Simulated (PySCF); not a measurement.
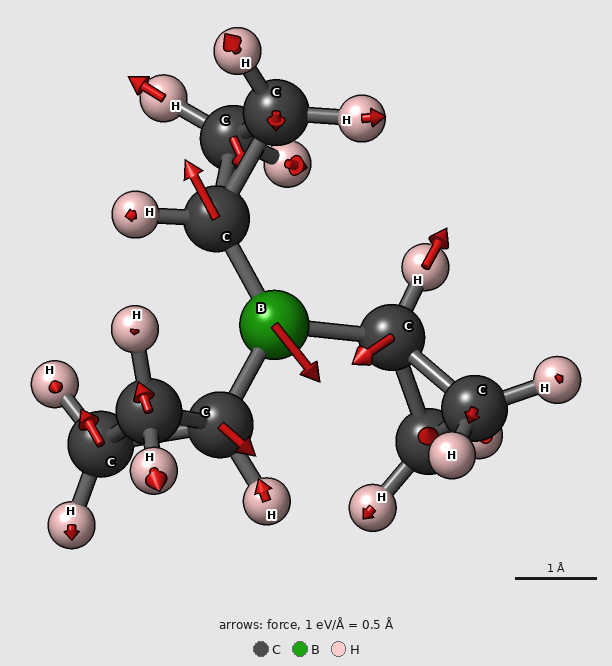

Starting geometry of C9H15B with the computed forces as red arrows. A ball-and-stick model, seen at a tilt.

The start comes from GFN2-xTB. Its atoms were then displaced at random by about 0.01 Å.

Method: PBE0-D3(BJ)/def2-SVP geometry optimisation, gas phase (PySCF 2.14.0, density-fitted response routines). 

Question: What follows when this structure is relaxed?

Answer: It isn't relaxed: the largest force vector, on the B atom, is 1.87 eV/Å. The final displacements follow the starting forces only in part (cosine between the two patterns 0.31). An H atom moves most after the best rigid fit: 0.093 Å. Largest moves by element: H 0.093 Å, C 0.072 Å, B 0.035 Å. Some distances before and after: B–C 1.507 → 1.558 Å, C–H 1.063 → 1.096 Å, B–C 1.587 → 1.559 Å, C–H 1.116 → 1.096 Å. Bond angles that change, for instance: C–C–B 123.6° → 119.3°, C–C–H 121.2° → 118.4°, C–C–H 111.3° → 113.7°. Over 5 geometry steps the energy falls by 0.179 eV.
